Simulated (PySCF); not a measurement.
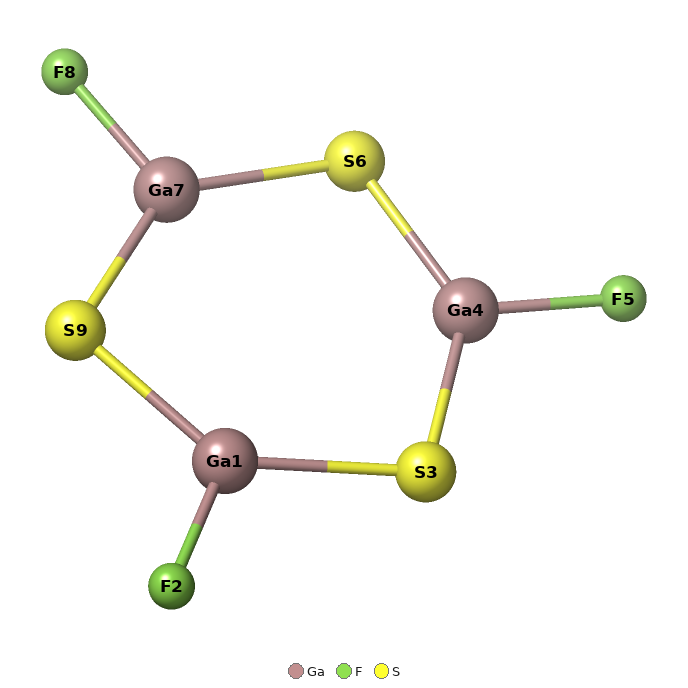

The geometry was computed by an optimisation with PBE0-D3(BJ)/def2-SVP. No frequency run is at hand to confirm it as a minimum. Properties computed with delta-SCF UKS SCAN, pcX-2 on the ionised atom (unc-x2c-TZVPall on a metal), pcseg-1 elsewhere, spin-free X2C (PySCF 2.14.0).

Give the core-electron binding energies (to vacuum; p and d levels without spin–orbit splitting) of F2 1s, S3 1s, S3 2p.

| atom | level | binding energy (eV) |
| --- | --- | --- |
| F2 | 1s | 691.3 |
| S3 | 1s | 2477.5 |
| S3 | 2p | 170.1 |
